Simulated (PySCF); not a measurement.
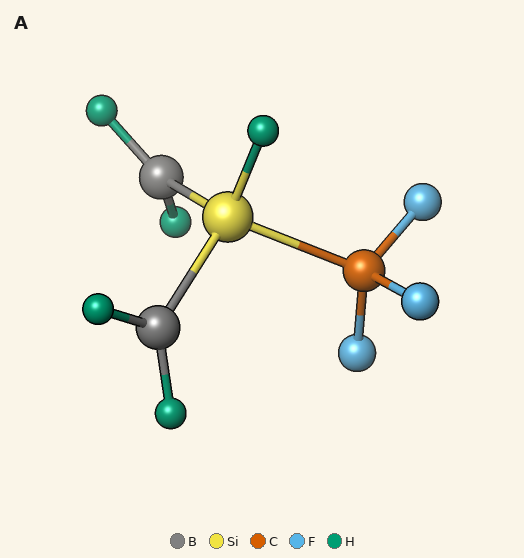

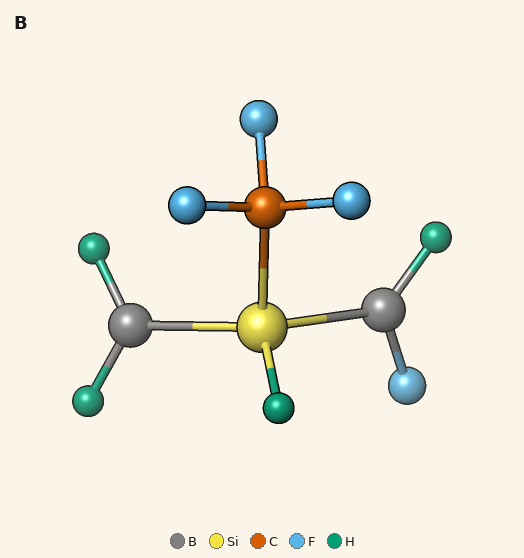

Two related species, optimised with GFN2-xTB; properties computed with PySCF 2.14.0. Both: charge 0, singlet.

What are A and B?

A is CH5B2F3Si (B[SiH](B)C(F)(F)F), B is CH4B2F4Si (B[Si@@H](BF)C(F)(F)F).

Compare them. With B3LYP/def2-SVPD: dipole moment (D), HOMO–LUMO gap (eV), HOMO energy (Kohn–Sham orbital) (eV), lowest vertical singlet excitation (eV), mean static polarisability (bohr³). With GFN2-xTB: mean Si–B length (Å), mean Si–C length (Å), mean Si–H length (Å).

| quantity | A | B |
| --- | --- | --- |
| dipole moment (D) | 3.13 | 2.37 |
| HOMO–LUMO gap (eV) | 5.02 | 5.10 |
| HOMO energy (Kohn–Sham orbital) (eV) | −8.70 | −8.53 |
| lowest vertical singlet excitation (eV) | 3.99 | 4.13 |
| mean static polarisability (bohr³) | 72.9 | 72.1 |
| mean Si–B length (Å) | 1.961 | 1.974 |
| mean Si–C length (Å) | 1.977 | 1.972 |
| mean Si–H length (Å) | 1.482 | 1.481 |

Each is one conformer, and no frequency run is at hand to confirm it as a minimum.

The geometry is semi-empirical. Around B, Si such bond lengths and angles can be off by a tenth of an ångström or more and by several degrees, and values that hang on the shape move with them.
